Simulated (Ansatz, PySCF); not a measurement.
SiH4 (SMILES [SiH4]) and N2 (SMILES N#N) are pulled apart as rigid monomers along the line of their centres of mass, from the B3LYP-D3(BJ)/def2-TZVP minimum. Starting geometry (charge 0, multiplicity 1):
```json
[
 {"atom": "Si", "x (Å)": "0.0824", "y (Å)": "0.1487", "z (Å)": "-0.1899"},
 {"atom": "H", "x (Å)": "0.4002", "y (Å)": "0.4069", "z (Å)": "-1.6132"},
 {"atom": "H", "x (Å)": "0.2577", "y (Å)": "1.3973", "z (Å)": "0.5851"},
 {"atom": "H", "x (Å)": "0.9960", "y (Å)": "-0.8907", "z (Å)": "0.3350"},
 {"atom": "H", "x (Å)": "-1.3175", "y (Å)": "-0.3157", "z (Å)": "-0.0744"},
 {"atom": "N", "x (Å)": "-0.0231", "y (Å)": "-0.3688", "z (Å)": "4.2918"},
 {"atom": "N", "x (Å)": "-0.3934", "y (Å)": "-0.3814", "z (Å)": "3.2659"}
]
```

Interaction energies with rigid monomers; basis-set methods are counterpoise corrected unless marked otherwise.

Cores are frozen in the correlated methods. Rows in 6-31G* carry no dispersion term and start afresh at each structure (6-31G* with six Cartesian d functions).

The values were computed with Ansatz (Gaussian orbitals); PySCF for 6-31G* rows, the dispersion terms. Values without a source in brackets are computed.

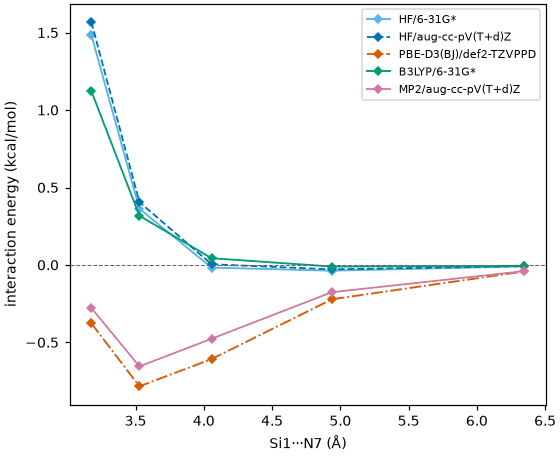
Interaction energy against separation

Q: Which level binds most strongly at Si1···N7 = 3.53, and by how much?

A: PBE-D3(BJ)/def2-TZVPPD, -0.8 kcal/mol.

Ansatz is a first-principles code.
